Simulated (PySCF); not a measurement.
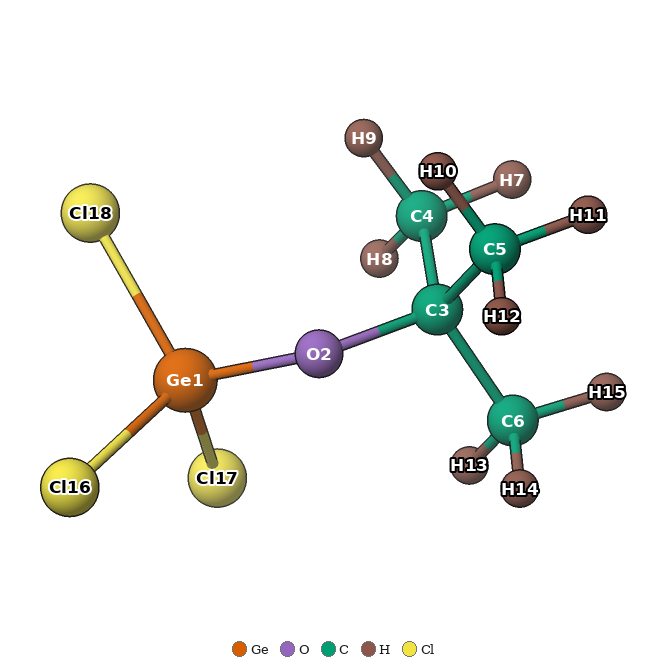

The geometry was computed by an optimisation with PBE0-D3(BJ)/def2-SVP. No frequency run is at hand to confirm it as a minimum. Method: delta-SCF UKS SCAN, pcX-2 on the ionised atom (unc-x2c-TZVPall on a metal), pcseg-1 elsewhere, spin-free X2C (PySCF 2.14.0).

Give the core-electron binding energies (to vacuum; p and d levels without spin–orbit splitting) of O2 1s, C3 1s, C4 1s, Cl16 1s, Cl16 2p.

```tsv
atom	level	binding energy (eV)
O2	1s	538.1
C3	1s	292.6
C4	1s	290.9
Cl16	1s	2828.8
Cl16	2p	206.7
```
